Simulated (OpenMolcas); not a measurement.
# Run report: AlPH6, single-point calculation (part 1 of 2)

System: AlPH6, SMILES [AlH3-][PH3+].
Method: RI-MP2/cc-pV(T+d)Z, RHF (OpenMolcas 26.06).

Some settings of this run were made unusual or wrong on purpose. The geometry comes from this level: GFN2-xTB.

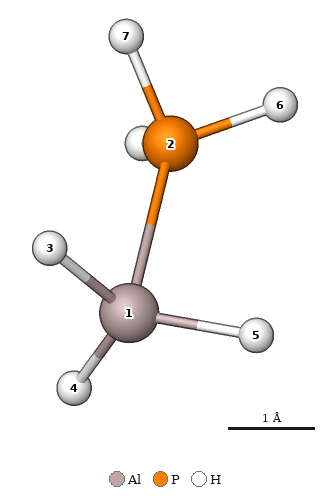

The structure as given in the input (ball-and-stick view, seen at an oblique angle; atoms are numbered from 1 in the order of the input). Sticks mark near contacts. Bond lengths as drawn: Al–H 1.57 Å, Al–P 2.53 Å and H–P 1.38 Å.

Input:
```
&GATEWAY
BasLib=$CurrDir
Coord=geom.xyz
Basis=cc-pVTpdZ
Group=NoSym
RICD
&SEWARD
&SCF
Thresholds=0.01 0.1 0.1 1
PrOrbitals=1 1
&MBPT2
Frozen=10
```

File geom.xyz:
```
8

Al    -0.494910     0.176720    -1.383090
P      0.354350    -0.131300     0.980840
H      0.479950    -0.854750    -2.049390
H     -1.971260    -0.256910    -1.077990
H     -0.159530     1.706380    -1.471330
H      0.878810     0.923450     1.704510
H      1.384890    -0.998040     1.296750
H     -0.472280    -0.565540     1.999720
```

Hardware: 1 thread of Arm Neoverse V1, 24 GiB of memory available, shared host.

Launch command:
```bash
export MOLCAS_MEM=1860
pymolcas mol.input > mol.log
```

Output:
```
--- Start Module: gateway ---

                                              &GATEWAY

                       available to each process: 1.9 GB of memory, 1 thread

 Basis Set     1 Label: AL.CC-PVTPDZ
 Basis set is read from library:.
 basistype.tbl is not found

 Basis Set     2 Label: P.CC-PVTPDZ
 Basis set is read from library:.
 basistype.tbl is not found

 Basis Set     3 Label: H.CC-PVTPDZ
 Basis set is read from library:.
 basistype.tbl is not found

++    Symmetry information:
      ---------------------

                    Character Table for C1

                             E
                    a        1  x, y, xy, Rz, z, xz, Ry, yz, Rx, I
--

++    Basis set information:
      ----------------------

      Basis set label: AL.CC-PVTPDZ.........

      Electronic valence basis set:
      ------------------
      Associated Effective Charge  13.000000 au
      Associated Actual Charge     13.000000 au
      Nuclear Model: Point charge

      Shell  nPrim  nBasis  Cartesian Spherical Contaminant
         s      15       5        X
         p       9       4        X
         d       3       3                 X
         f       1       1                 X

      Basis set label: P.CC-PVTPDZ.........

      Electronic valence basis set:
      ------------------
      Associated Effective Charge  15.000000 au
      Associated Actual Charge     15.000000 au
      Nuclear Model: Point charge

      Shell  nPrim  nBasis  Cartesian Spherical Contaminant
         s      15       5        X
         p       9       4        X
         d       3       3                 X
         f       1       1                 X

      Basis set label: H.CC-PVTPDZ.........

      Electronic valence basis set:
      ------------------
      Associated Effective Charge   1.000000 au
      Associated Actual Charge      1.000000 au
      Nuclear Model: Point charge

      Shell  nPrim  nBasis  Cartesian Spherical Contaminant
         s       5       3        X
         p       2       2        X
         d       1       1                 X
--

++    Molecular structure info:
      -------------------------

                    ************************************************
                    **** Cartesian Coordinates / bohr, angstrom ****
                    ************************************************

     Center  Label                x              y              z                     x              y              z
        1      AL1             -0.935244       0.333952      -2.613661             -0.494910       0.176720      -1.383090
        2      P2               0.669624      -0.248121       1.853519              0.354350      -0.131300       0.980840
        3      H3               0.906974      -1.615243      -3.872786              0.479950      -0.854750      -2.049390
        4      H4              -3.725142      -0.485490      -2.037106             -1.971260      -0.256910      -1.077990
        5      H5              -0.301468       3.224591      -2.780411             -0.159530       1.706380      -1.471330
        6      H6               1.660710       1.745068       3.221057              0.878810       0.923450       1.704510
        7      H7               2.617063      -1.886022       2.450502              1.384890      -0.998040       1.296750
        8      H8              -0.892480      -1.068716       3.778923             -0.472280      -0.565540       1.999720

                    ***************************************
                    *    InterNuclear Distances / bohr    *
                    ***************************************

               1 AL1           2 P2            3 H3            4 H4            5 H5            6 H6
    1 AL1      0.000000
    2 P2       4.782271        0.000000
    3 H3       2.962858        5.892022        0.000000
    4 H4       2.964360        5.874289        5.109066        0.000000
    5 H5       2.963995        5.871631        5.106624        5.102817        0.000000
    6 H6       6.540196        2.612511        7.885583        7.850545        6.485117        0.000000
    7 H7       6.572133        2.613738        6.556043        7.894535        7.873922        3.833168
    8 H8       6.544803        2.611652        7.879427        6.495407        7.861720        3.840231

               7 H7            8 H8
    7 H7       0.000000
    8 H8       3.840518        0.000000

                    *******************************************
                    *    InterNuclear Distances / angstrom    *
                    *******************************************

               1 AL1           2 P2            3 H3            4 H4            5 H5            6 H6
    1 AL1      0.000000
    2 P2       2.530669        0.000000
    3 H3       1.567877        3.117924        0.000000
    4 H4       1.568672        3.108540        2.703602        0.000000
    5 H5       1.568479        3.107133        2.702309        2.700294        0.000000
    6 H6       3.460923        1.382481        4.172871        4.154330        3.431776        0.000000
    7 H7       3.477823        1.383131        3.469308        4.177608        4.166700        2.028425
    8 H8       3.463360        1.382027        4.169613        3.437222        4.160243        2.032162

               7 H7            8 H8
    7 H7       0.000000
    8 H8       2.032315        0.000000

                    **************************************
                    *    Valence Bond Angles / degree    *
                    **************************************
                          Atom centers                 Phi
                      3 H3       1 AL1      4 H4       119.08
                      3 H3       1 AL1      5 H5       119.00
                      4 H4       1 AL1      5 H5       118.80
                      6 H6       2 P2       7 H7        94.35
                      6 H6       2 P2       8 H8        94.63
                      7 H7       2 P2       8 H8        94.61
--

            Nuclear Potential Energy             87.35655813 au

--- Stop Module: gateway /rc=_RC_ALL_IS_WELL_ ---

--- Start Module: seward ---

                                              &SEWARD

                       available to each process: 1.9 GB of memory, 1 thread

               SEWARD will generate:
                  Multipole Moment integrals up to order  2
                  Kinetic Energy integrals
                  Nuclear Attraction integrals (point charge)
                  One-Electron Hamiltonian integrals
                  Velocity integrals
                  Orbital angular momentum around ( -0.0660   0.0194  -0.1929 )
                  Velocity quadrupole around ( -0.0660   0.0194  -0.1929 )
                  RI decomposed two-electron repulsion integrals stored Cholesky style
                   - acCD auxiliary basis
                   - CD Threshold:   1.00E-04

                   Integrals are discarded if absolute value <: 1.00E-14
                   Integral cutoff threshold is set to       <: 1.00E-16

            Nuclear Potential Energy             87.35655813 au

      Basis set specifications :
      Symmetry species         a
      Basis functions          162

--- Stop Module: seward /rc=_RC_ALL_IS_WELL_ ---
--- Module seward spent 3 seconds ---

--- Start Module: scf ---

                                                &SCF

                       available to each process: 1.9 GB of memory, 1 thread

++    Input section:
      --------------

      Header of the integral files:

      Cartesian coordinates in angstrom:
      -----------------------------------------------------
      No.  Label        X            Y            Z
      -----------------------------------------------------
       1   AL1       -0.49491000   0.17672000  -1.38309000
       2   P2         0.35435000  -0.13130000   0.98084000
       3   H3         0.47995000  -0.85475000  -2.04939000
       4   H4        -1.97126000  -0.25691000  -1.07799000
       5   H5        -0.15953000   1.70638000  -1.47133000
       6   H6         0.87881000   0.92345000   1.70451000
       7   H7         1.38489000  -0.99804000   1.29675000
       8   H8        -0.47228000  -0.56554000   1.99972000
      -----------------------------------------------------
      Nuclear repulsion energy =   87.35655813
--

++    Orbital specifications:
      -----------------------

      Symmetry species               1
                                     a
      Frozen orbitals                0
      Occupied orbitals             17
      Secondary orbitals           145
      Deleted orbitals               0
      Total number of orbitals     162
      Number of basis functions    162
--

      Molecular charge                           0.000

++    Optimization specifications:
      ----------------------------

      SCF Algorithm: LK-RI/DF
      LK screening threshold:                     4.50E-02
      Local-Exchange (LK) algorithm.
       - the density matrix is decomposed
      The actual AO density is used
      Number of density matrices in core                 5
      Maximum number of NDDO SCF iterations            400
      Maximum number of HF SCF iterations              400
      Threshold for SCF energy change             1.00E-02
      Threshold for density matrix                1.00E-01
      Threshold for Fock matrix                   1.00E-01
      Threshold for linear dependence             1.00E-09
      Threshold at which DIIS is turned on        1.50E-01
      Maximum depth in the DIIS procedure                5
      Maximum depth in the BFGS Hessian update          30
      Threshold at which QNR/C2DIIS is turned on  7.50E-02
      Threshold for Norm(delta) (QNR/C2DIIS)      1.00E+00
      All orbitals punched on: SCFORB
--

      Input vectors read from INPORB
      Orbital file label: *Guess orbitals

++ Convergence information
                                   SCF        iterations: Energy and convergence statistics

Iter     Tot. SCF        One-elec.       Two-elec.     Energy      Max Dij or  Max Fij      DNorm      TNorm      AccCon     Time
         Energy          Energy          Energy        Change      Delta Norm                                                in Sec.
   1  -585.815073780  -979.843519768   306.671887858   0.00E+00    2.86E-01*   3.22E-01*    9.08E+00   1.79E+02   None         0.
   2  -586.133972074  -987.295771201   313.805240997  -3.19E-01*   6.11E-02    2.62E-02     9.44E+00   1.81E+02   EDIIS        1.
   3  -586.147905663  -985.789992947   312.285529155  -1.39E-02*   1.29E-02    5.09E-03     9.31E+00   1.81E+02   c2DIIS       1.
   4  -586.149170156  -986.172928791   312.667200506  -1.26E-03    9.19E-03    2.60E-03     9.34E+00   1.81E+02   QNRc2DIIS    1.

       Convergence after   4 Iterations
--

 *****************************************************************************************************************************
 *                                             SCF/KS-DFT Program, Final results                                             *
 *                                                       Final Results                                                       *
 *****************************************************************************************************************************
```
